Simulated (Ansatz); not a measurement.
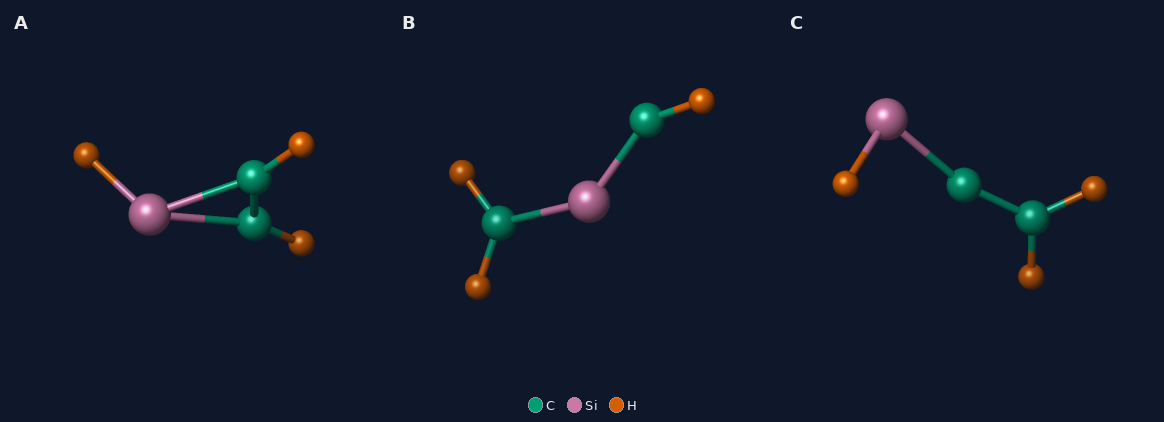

3 stationary structures of one formula. Charge 0, doublet. Geometries: PBE0-D4/def2-TZVP. Electronic energies: UHF-CCSD(T) (frozen core)/def2-TZVPP (Ansatz 0.2.0), without zero-point energy. No frequency run is at hand to confirm each as a minimum.

Rank them by energy, lowest first.

Answer. A is lowest (Cs); C lies 42.4 kJ/mol above it, B lies 163.4 kJ/mol above it (Cs).

The determinant isn't a pure spin state (⟨S²⟩ up to 1.84).
